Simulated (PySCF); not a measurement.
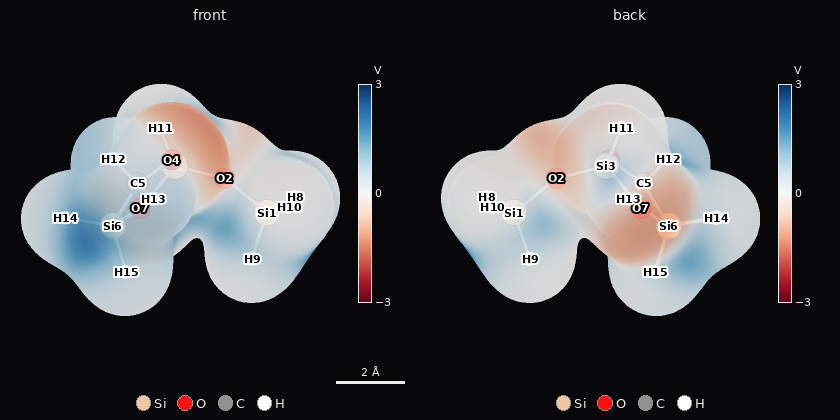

Figure 1: CH8O3Si3. The electrostatic potential painted on the density surface at 0.002 e/bohr³, seen from the front and from behind; red is negative and blue positive.

Geometry: GFN2-xTB.

Theory: PySCF, PBE0/pcSseg-1, SCF density, gas phase, non-relativistic.

Input

```
{"job": {"kind": "nmr", "xc": "PBE0", "basis": "pcSseg-1"}, "charge": 0, "multiplicity": 1}
Si     2.853145    -0.108299     0.386371
O      1.642703     0.915227     0.020062
Si     0.067105     1.124231    -0.187366
O     -0.792927     0.751538     1.134145
C     -1.901388    -0.122850     0.979795
Si    -1.784802    -0.854516    -0.796521
O     -0.537556     0.060704    -1.287741
H      4.029112     0.681525     0.031231
H      2.733951    -1.330739    -0.409974
H      2.785349    -0.417696     1.815065
H     -0.130109     2.469829    -0.673731
H     -2.812433     0.461686     1.140431
H     -1.845009    -0.864372     1.780053
H     -2.942367    -0.506501    -1.609665
H     -1.369188    -2.251777    -0.808174
```

Launched as:

```sh
OMP_NUM_THREADS=1 python probes_run.py task.json out
```

Describe the electrostatic potential map.

Answer. The most negative region (about −1.4 V, or −32 kcal/mol for a unit charge) lies over O4, the most positive (about +2.0 V, or +46 kcal/mol for a unit charge) over Si6. O4 is the likeliest acceptor of a hydrogen bond.

How polar is the molecule by this calculation?

Answer. Its dipole moment is 1.89 D.
